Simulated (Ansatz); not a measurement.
```tsv
atom	x (Å)	y (Å)	z (Å)
Al	1.1399	-0.2576	-0.9501
In	-2.5824	-0.5977	-0.5104
N	-0.5717	0.4039	-0.3341
Si	0.0142	-0.5653	1.1834
H	-0.6541	1.4189	-0.2161
H	2.2870	0.8399	-1.0453
H	-0.2871	0.2884	2.3854
H	-1.1479	-1.5895	1.2185
H	1.0057	-1.4976	-1.9432
```

Geometry: r2SCAN-D4/def2-SVP; core potentials replace the inner electrons of In.

The calculation used isolated molecule in a Gaussian basis; Kohn-Sham density functional theory, functional PBE0 (Ansatz).

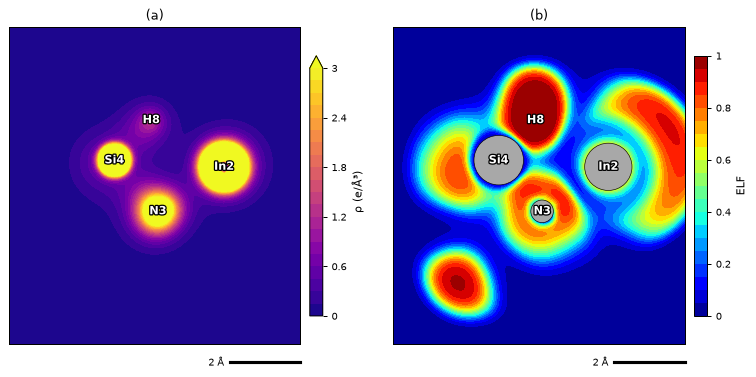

AlH$_{5}$InNSi. (a) electron density; (b) ELF on the plane of atoms In2, N3 and Si4. Grey discs cover the atomic cores in the ELF map.

Describe what can be read from this map.

Answer. The section cuts through In, N, Si and H sites.
Si–N (1.89 Å): the density is about 0.8 e/Å³ at the midpoint; the ELF peaks at about 0.85 between the atoms; a shared but strongly polarised pair.
In–N (2.25 Å): ρ at the midpoint is about 0.48 e/Å³; the ELF peaks at about 0.90 in the valence shell of N, 0.6 Å from its nucleus, and drops to about 0.15 between the two atoms.
